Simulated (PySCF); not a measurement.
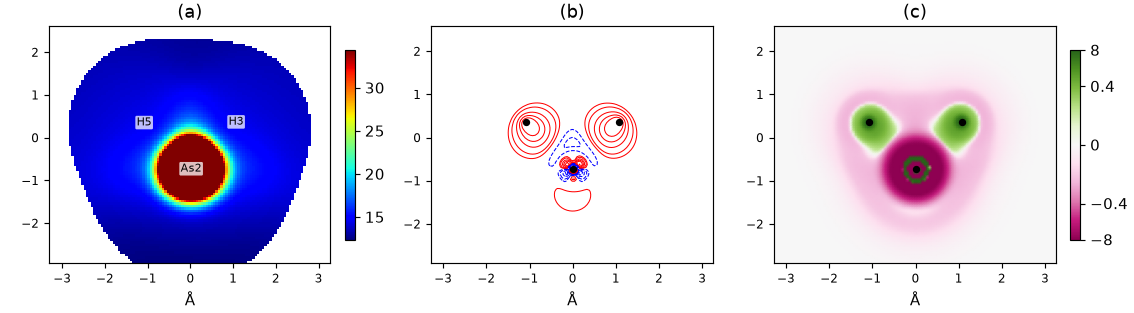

Figure 1: AsH$_{3}$Li, charge +1, SMILES `[Li+].[AsH3]`. Three fields in the plane of As2, H3 and H5. (b): solid red lines positive, dashed blue lines negative. (c): green positive, pink negative.

Method: PBE/def2-SVP; geometry: an unrelaxed start of a pair search; program: PySCF.

The calculation's input:

```python
import numpy as np
from pyscf import gto, scf, dft
from pyscf.scf import atom_ks, atom_hf
from scipy.linalg import block_diag

def solve(mol, dm0=None, hcore=None):
    mf = (dft.UKS if mol.spin else dft.RKS)(mol, xc='pbe')
    mf.grids.level = 3
    mf = mf.density_fit(auxbasis='def2-universal-jkfit')
    mf.conv_tol, mf.max_cycle = 1e-8, 80
    if hcore is not None:
        mf.get_hcore = lambda *args: hcore
    mf.kernel(dm0)
    if not mf.converged:
        mf = mf.newton().run(mf.mo_coeff, mf.mo_occ, max_cycle=30)
    assert mf.converged, 'SCF not converged'
    return mf

mol = gto.M(atom='''
Li     2.90929     0.00433     0.00634
As    -0.31605    -0.00813    -0.01389
H      0.31123     0.15254     1.36090
H      0.80740    -1.02651    -0.38473
H      0.58320     1.12942    -0.53685
''', basis='def2-svp', charge=1, spin=0, verbose=4)
mf = solve(mol)
mf.analyze()
# spherically averaged free atoms, for the promolecule
atm = atom_ks.get_atm_nrks(mol, xc='pbe')
pro = block_diag(*[(atm[a[0]][2] * atm[a[0]][3]) @ atm[a[0]][2].T for a in mol._atom])
np.savez('result.npz', e=mf.e_tot, c=mf.mo_coeff, occ=mf.mo_occ, eps=mf.mo_energy, pro=pro, dip=mf.dip_moment(verbose=0), s2=mf.spin_square()[0])
```

Command:

```sh
OMP_NUM_THREADS=1 python input.py
```

The run took 4.1 s on 1 thread of Arm Neoverse V1, with other jobs on the host, peak memory 0.25 GiB.

Partitions, critical points and surface values were worked out afterwards from this run's density.

The panels show, in some order, the average local ionisation energy, negative Laplacian of the density (−∇²ρ) and deformation density. Which is which?

(a) is the average local ionisation energy: it is high near the heavier nuclei and lowest where loosely bound electrons reach out. (b) is the deformation density: it has both signs, with gains where valence electrons gather and losses around them. (c) is the negative Laplacian of the density (−∇²ρ): shells alternate in sign around each nucleus and valence concentrations outline the bonding and non-bonding pairs.
